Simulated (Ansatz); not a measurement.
# BH3O2 (SMILES OBO): B3LYP/6-31G(d) (Cartesian functions)

Aim: the vertical ionisation energy of BH3O2 at B3LYP/6-31G* (Cartesian functions), from 2 runs. 

The results are computed with Ansatz 0.2.0.

54 further runs of the same task are left out: 54 set aside as unsound or not needed.

**1. The system as given**

BH3O2 has 6 atoms, charge 0, and is taken as a singlet. As SMILES, `OBO`. Geometry: relaxed at PBE0-D4/def2-TZVP. This is one conformer, not always the lowest.

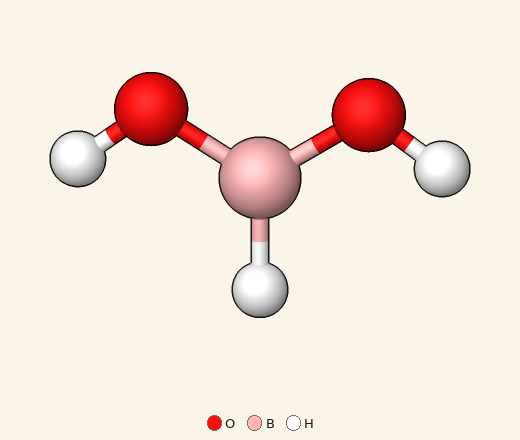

Viewed from a chosen angle; oxygen red, boron pink, hydrogen white.

**2. The energy at B3LYP/6-31G(d) (Cartesian functions)**

Input file run.yaml:

```yaml
crystal:
  periodic: [false, false, false]
  atoms:
    - {symbol: O, position_ang: [-1.176200, -0.524500, -0.251800]}
    - {symbol: B, position_ang: [0.049500, 0.028100, -0.072900]}
    - {symbol: O, position_ang: [0.580600, -0.053800, 1.172500]}
    - {symbol: H, position_ang: [-1.494700, -0.433500, -1.150600]}
    - {symbol: H, position_ang: [0.637800, 0.565600, -0.976100]}
    - {symbol: H, position_ang: [1.445200, 0.354100, 1.232800]}
basis:
  gaussian: {orbitals: "6-31G*"}
total_charge: 0
hamiltonian: {xc: {name: B3LYP}}
accuracy: high
output: {orbitals: {seedname: orbitals}}
```

The run is started by

```
$ ansatz run run.yaml --threads 1 --pin off --max-ram 3480MiB --events-out events.jsonl --progress --plain --runs-dir runs
```

Standard output:

```text
Warning: RAYON_NUM_THREADS=1 ignored (pool sized by the plan → 1); use --threads N
Functional definition: B3LYP
  name "B3LYP"
  parameter a0 = 0.2
  parameter ax = 0.72
  parameter ac = 0.81
  exchange = (1 - a0 - ax)*slater_x + ax*b88_x + a0*exact_x
  correlation = (1 - ac)*vwn_rpa_c + ac*lyp_c
1074 factors; integrals over basis functions are off by at most 3.3e-9 eV
mean field evaluation 1: about -4815.4632 eV, gradient 6.1e1 eV
mean field evaluation 2: about -4806.4636 eV, gradient 9.4e1 eV
mean field evaluation 4: about -4821.6321 eV, gradient 1.5e0 eV
mean field evaluation 8: about -4821.6369 eV, gradient 4.4e-3 eV
mean field evaluation 16: about -4821.6369 eV, gradient 1.8e-7 eV
mean field -4821.63689447 eV, -177.1918876490 hartree, gradient 1.4e-8 eV, S^2 0.000000; 0 other end points of the search recorded, 0 dependent functions left out
reference -4821.63692317 eV, -177.1918887036 hartree; 12, 12 occupied and 39, 39 virtual orbitals, 1074 factors
Total energy: -4821.63692317 eV, -177.1918887036 hartree
```

Run time: 1.1 s. Hardware: 1 thread of AMD EPYC 9R45 (Zen 5), shared host; peak memory 0.14 GiB.

**3. The doublet cation**

Input file input.yaml:

```yaml
crystal:
  periodic: [false, false, false]
  atoms:
    - {symbol: O, position_ang: [-1.176200, -0.524500, -0.251800]}
    - {symbol: B, position_ang: [0.049500, 0.028100, -0.072900]}
    - {symbol: O, position_ang: [0.580600, -0.053800, 1.172500]}
    - {symbol: H, position_ang: [-1.494700, -0.433500, -1.150600]}
    - {symbol: H, position_ang: [0.637800, 0.565600, -0.976100]}
    - {symbol: H, position_ang: [1.445200, 0.354100, 1.232800]}
basis:
  gaussian:
    orbitals: "6-31G*"
total_charge: 1
magnetization:
  spin_polarized: true
  initial_magnetization: 1
hamiltonian:
  xc: {name: B3LYP}
accuracy: high
output: {orbitals: {seedname: orbitals}}
```

The run is started by

```
$ ansatz run input.yaml --threads 1 --pin off --max-ram 3480MiB --events-out events.jsonl --progress --plain --runs-dir runs
```

Standard output (excerpt; [...] marks lines left out):

```text
Warning: RAYON_NUM_THREADS=1 ignored (pool sized by the plan → 1); use --threads N
[... 7 set-up lines as earlier in the session ...]
1071 factors; integrals over basis functions are off by at most 3.3e-9 eV
mean field evaluation 1: about -4791.7106 eV, gradient 7.1e1 eV
mean field evaluation 2: about -4737.8066 eV, gradient 1.3e2 eV
mean field evaluation 4: about -4809.5117 eV, gradient 9.1e0 eV
mean field evaluation 8: about -4809.9837 eV, gradient 6.9e-1 eV
mean field evaluation 16: about -4809.9866 eV, gradient 4.1e-4 eV
mean field evaluation 32: about -4810.0409 eV, gradient 1.6e-6 eV
mean field -4810.04091723 eV, -176.7657433454 hartree, gradient 3.9e-8 eV, S^2 0.761843; 2 other end points of the search recorded, 0 dependent functions left out
reference -4810.04094304 eV, -176.7657442938 hartree; 12, 11 occupied and 39, 40 virtual orbitals, 1071 factors
Total energy: -4810.04094304 eV, -176.7657442938 hartree
```

It took 3.9 s on 1 thread of AMD EPYC 9R45 (Zen 5), shared host; peak memory 0.19 GiB.

**4. Results**

Level: B3LYP/6-31G* (Cartesian functions).

| quantity | value |
| --- | --- |
| singlet BH3O2: total energy | -177.19189 Eh |
| singlet BH3O2: HOMO energy | -8.54 eV |
| singlet BH3O2: LUMO energy | 1.44 eV |
| singlet BH3O2: HOMO–LUMO gap | 9.98 eV |
| doublet cation: total energy | -176.76574 Eh |
| doublet cation: HOMO energy (highest over α and β) | -16.79 eV |
| doublet cation: LUMO energy (lowest over α and β) | -14.65 eV |
| doublet cation: ⟨S²⟩ | 0.762 |
| vertical ionisation energy (to the doublet cation) | 11.596 eV |

What this shows: The vertical ionisation energy comes to 11.60 eV (267 kcal/mol). The negative HOMO energy of the first species, 8.54 eV, lies 3.06 eV below that difference.
